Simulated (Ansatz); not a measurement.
# CCSDT(Q)/STO-3G run of [NO2]− (nitrite)

Aim: the vertical singlet–triplet gap of [NO2]− (nitrite) at CCSDT(Q)/STO-3G, from 2 runs. 

The results are computed with Ansatz 0.2.0.

12 further runs of the same task are left out: 10 that didn't finish, 2 set aside as unsound or not needed.

## Step 1: Starting point

The species is [NO2]− (3 atoms), meant as a singlet with charge -1. SMILES: `O=N[O-]`. The coordinates come from a GFN2-xTB relaxation.

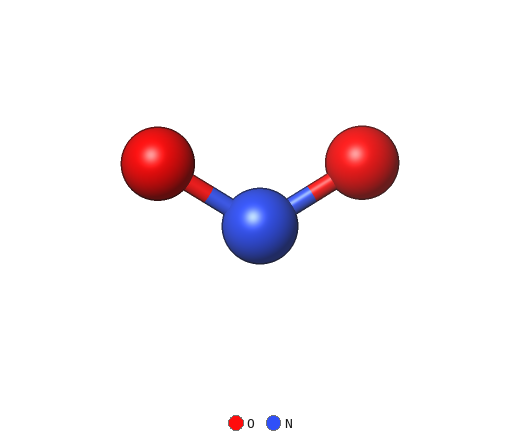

The structure, seen from a chosen angle (oxygen red, nitrogen blue).

## Step 2: The energy at CCSDT(Q)/STO-3G

molecule.yaml

```yaml
crystal:
  periodic: [false, false, false]
  atoms:
    - {symbol: O, position_ang: [0.332300, 1.015250, 0.295330]}
    - {symbol: N, position_ang: [0.330220, -0.248730, 0.154080]}
    - {symbol: O, position_ang: [-0.662520, -0.766520, -0.449410]}
basis:
  gaussian:
    orbitals: STO-3G
total_charge: -1
correlation:
  method: ccsdt_q
  frozen_orbitals: {"N": 1, O: 1}
accuracy: high
scf:
  omitted_lower_state_checks: [cluster_reference, increment]
```

Run with:

```sh
$ ansatz run molecule.yaml --threads 1 --pin off --max-ram 2610MiB --events-out events.jsonl --progress --plain --runs-dir runs
```

Output:

```text
Warning: RAYON_NUM_THREADS=1 ignored (pool sized by the plan → 1); use --threads N
Functional definition: HF
  name "HF"
  exchange = exact_x
  correlation = 0
these checks for a lower state are left out or cut short: cluster_reference, increment
252 factors; integrals over basis functions are off by at most 3.8e-8 eV
mean field evaluation 1: about -5470.5625 eV, gradient 3.3e1 eV
mean field evaluation 2: about -5470.7063 eV, gradient 3.3e1 eV
mean field evaluation 4: about -5473.8805 eV, gradient 1.4e0 eV
mean field evaluation 8: about -5473.8934 eV, gradient 5.2e-2 eV
mean field -5473.89343165 eV, -201.1618732751 hartree, gradient 1.5e-8 eV, S^2 0.000000; 0 other end points of the search recorded, 0 dependent functions left out; unrestricted orbitals would lower it
3 core orbitals not correlated: weight in the atoms' cores, before any rotation towards them, 1.000 or more for the frozen orbitals, at most 0.000 for the correlated occupied ones
reference -5473.89343165 eV, -201.1618732751 hartree; 9, 9 occupied and 3, 3 virtual orbitals, 252 factors
second order -4.23742663 eV of doubles, -0.00000000 eV of singles
cycle   1  -4.29955077 eV  change   -6.2e-2 eV  update   1.2e-1
cycle   2  -4.71080204 eV  change   -4.1e-1 eV  update   6.5e-2
cycle   3  -5.00547157 eV  change   -2.9e-1 eV  update   3.2e-2
cycle   4  -5.03015525 eV  change   -2.5e-2 eV  update   1.1e-2
cycle   5  -5.01558814 eV  change    1.5e-2 eV  update   4.9e-3
cycle   6  -5.01809445 eV  change   -2.5e-3 eV  update   1.7e-3
cycle   7  -5.02036521 eV  change   -2.3e-3 eV  update   8.7e-4
cycle   8  -5.01885857 eV  change    1.5e-3 eV  update   3.7e-4
cycle   9  -5.01922003 eV  change   -3.6e-4 eV  update   2.0e-4
cycle  10  -5.01926653 eV  change   -4.6e-5 eV  update   1.1e-4
cycle  11  -5.01928700 eV  change   -2.0e-5 eV  update   5.5e-5
cycle  12  -5.01931499 eV  change   -2.8e-5 eV  update   2.3e-5
cycle  13  -5.01933662 eV  change   -2.2e-5 eV  update   1.1e-5
cycle  14  -5.01935281 eV  change   -1.6e-5 eV  update   3.7e-6
cycle  15  -5.01935576 eV  change   -2.9e-6 eV  update   1.4e-6
cycle  16  -5.01935472 eV  change    1.0e-6 eV  update   5.1e-7
cycle  17  -5.01935422 eV  change    5.0e-7 eV  update   2.2e-7
cycle  18  -5.01935385 eV  change    3.6e-7 eV  update   1.1e-7
cycle  19  -5.01935371 eV  change    1.5e-7 eV  update   5.4e-8
cycle  20  -5.01935428 eV  change   -5.8e-7 eV  update   1.3e-7
cycle  21  -5.01935430 eV  change   -1.4e-8 eV  update   5.3e-8
cycle  22  -5.01935436 eV  change   -6.8e-8 eV  update   2.3e-8
cycle  23  -5.01935438 eV  change   -2.0e-8 eV  update   1.3e-8
cycle  24  -5.01935437 eV  change    1.2e-8 eV  update   7.3e-9
cycle  25  -5.01935436 eV  change    1.1e-8 eV  update   3.6e-9
cycle  26  -5.01935436 eV  change   -1.3e-9 eV  update   1.6e-9
perturbative correction -0.01524181 eV, -0.0005601261 hartree
Total energy: -5478.92802782 eV, -201.3468912717 hartree
Checks for a lower state left out: cluster_reference, increment
```

Wall time 0.62 s (1 thread of Arm Neoverse V1, shared host).

## Step 3: The triplet

input.yaml

```yaml
crystal:
  periodic: [false, false, false]
  atoms:
    - {symbol: O, position_ang: [0.332300, 1.015250, 0.295330]}
    - {symbol: N, position_ang: [0.330220, -0.248730, 0.154080]}
    - {symbol: O, position_ang: [-0.662520, -0.766520, -0.449410]}
basis:
  gaussian: {orbitals: STO-3G}
accuracy: high
scf: {omitted_lower_state_checks: [cluster_reference, increment]}
correlation: {method: ccsdt_q, frozen_orbitals: {"N": 1, O: 1}}
total_charge: -1
magnetization: {spin_polarized: true, initial_magnetization: 2}
```

Run with:

```sh
$ ansatz run input.yaml --threads 1 --pin off --max-ram 2610MiB --events-out events.jsonl --progress --plain --runs-dir runs
```

Output:

```text
Warning: RAYON_NUM_THREADS=1 ignored (pool sized by the plan → 1); use --threads N
[... 4 set-up lines as earlier in the session ...]
these checks for a lower state are left out or cut short: cluster_reference, increment
252 factors; integrals over basis functions are off by at most 3.8e-8 eV
mean field evaluation 1: about -5471.1179 eV, gradient 1.6e1 eV
mean field evaluation 2: about -5471.3025 eV, gradient 1.6e1 eV
mean field evaluation 4: about -5472.8449 eV, gradient 1.6e0 eV
mean field evaluation 8: about -5472.8989 eV, gradient 1.7e-2 eV
mean field evaluation 16: about -5473.1654 eV, gradient 3.1e-1 eV
mean field evaluation 32: about -5473.1659 eV, gradient 4.5e-5 eV
mean field evaluation 64: about -5473.1656 eV, gradient 3.5e-2 eV
mean field evaluation 96: about -5473.1594 eV, gradient 6.6e-2 eV
mean field evaluation 128: about -5473.0261 eV, gradient 5.2e-2 eV
mean field -5473.16594517 eV, -201.1351386398 hartree, gradient 2.6e-8 eV, S^2 2.005983; 10 other end points of the search recorded, 0 dependent functions left out
3 core orbitals not correlated: weight in the atoms' cores, before any rotation towards them, 1.000 or more for the frozen orbitals, at most 0.000 for the correlated occupied ones
reference -5473.16594517 eV, -201.1351386398 hartree; 10, 8 occupied and 2, 4 virtual orbitals, 252 factors
second order -2.33480775 eV of doubles, -0.00000000 eV of singles
cycle   1  -2.74854184 eV  change   -4.1e-1 eV  update   7.9e-2
cycle   2  -3.04147695 eV  change   -2.9e-1 eV  update   4.9e-2
cycle   3  -3.19810088 eV  change   -1.6e-1 eV  update   4.1e-2
cycle   4  -3.29912042 eV  change   -1.0e-1 eV  update   3.2e-2
cycle   5  -3.37498844 eV  change   -7.6e-2 eV  update   2.7e-2
cycle   6  -3.49581900 eV  change   -1.2e-1 eV  update   2.2e-2
cycle   7  -3.56810938 eV  change   -7.2e-2 eV  update   1.5e-2
cycle   8  -3.58517329 eV  change   -1.7e-2 eV  update   7.7e-3
cycle   9  -3.60349749 eV  change   -1.8e-2 eV  update   3.2e-3
cycle  10  -3.60181527 eV  change    1.7e-3 eV  update   1.5e-3
cycle  11  -3.60097442 eV  change    8.4e-4 eV  update   7.1e-4
cycle  12  -3.60189068 eV  change   -9.2e-4 eV  update   3.2e-4
cycle  13  -3.60110651 eV  change    7.8e-4 eV  update   1.7e-4
cycle  14  -3.60095968 eV  change    1.5e-4 eV  update   8.4e-5
cycle  15  -3.60092420 eV  change    3.5e-5 eV  update   3.9e-5
cycle  16  -3.60093830 eV  change   -1.4e-5 eV  update   2.5e-5
cycle  17  -3.60097424 eV  change   -3.6e-5 eV  update   1.3e-5
cycle  18  -3.60097975 eV  change   -5.5e-6 eV  update   4.5e-6
cycle  19  -3.60097743 eV  change    2.3e-6 eV  update   2.2e-6
cycle  20  -3.60097616 eV  change    1.3e-6 eV  update   1.2e-6
cycle  21  -3.60097614 eV  change    1.6e-8 eV  update   4.7e-7
cycle  22  -3.60097654 eV  change   -4.0e-7 eV  update   2.5e-7
cycle  23  -3.60097690 eV  change   -3.6e-7 eV  update   1.4e-7
cycle  24  -3.60097705 eV  change   -1.4e-7 eV  update   6.9e-8
cycle  25  -3.60097717 eV  change   -1.2e-7 eV  update   8.1e-8
cycle  26  -3.60097742 eV  change   -2.5e-7 eV  update   1.2e-7
cycle  27  -3.60097786 eV  change   -4.4e-7 eV  update   8.6e-8
cycle  28  -3.60097816 eV  change   -3.0e-7 eV  update   5.0e-8
cycle  29  -3.60097831 eV  change   -1.5e-7 eV  update   2.3e-8
cycle  30  -3.60097837 eV  change   -6.7e-8 eV  update   1.1e-8
cycle  31  -3.60097838 eV  change   -2.5e-9 eV  update   4.6e-9
cycle  32  -3.60097837 eV  change    5.3e-9 eV  update   2.4e-9
cycle  33  -3.60097837 eV  change   -1.9e-9 eV  update   1.5e-9
cycle  34  -3.60097837 eV  change  -9.1e-10 eV  update  9.5e-10
perturbative correction -0.01723384 eV, -0.0006333319 hartree
Total energy: -5476.78415738 eV, -201.2681054861 hartree
Checks for a lower state left out: cluster_reference, increment
```

It took 1.2 s on 1 thread of Arm Neoverse V1, shared host; peak memory 0.096 GiB.

## Step 4: Outcome

Level: CCSDT(Q)/STO-3G, 3 core orbitals frozen.

| quantity | value |
| --- | --- |
| singlet: total energy | -201.34689 Eh |
| singlet: correlation energy (3 core orbitals frozen) | -185.0 mEh |
| singlet: T1 diagnostic | 0.024 |
| triplet: total energy | -201.26811 Eh |
| triplet: correlation energy (3 core orbitals frozen) | -133.0 mEh |
| triplet: ⟨S²⟩ of the reference determinant | 2.006 |
| triplet: T1 diagnostic | 0.100 |
| vertical energy of the triplet above the singlet | 2.144 eV |

**Reading.** At this shape the triplet lies 2.14 eV (49 kcal/mol) above the singlet. In a minimal basis such a difference can be off by several eV, whatever the method. The T1 diagnostic (singlet) of 0.024 is above the customary mark for such species, so a single reference may not serve. The restricted solution (singlet) is unstable to spin breaking: an unrestricted one lies lower. The T1 diagnostic (triplet) of 0.100 is above the customary mark for such species, so a single reference may not serve.
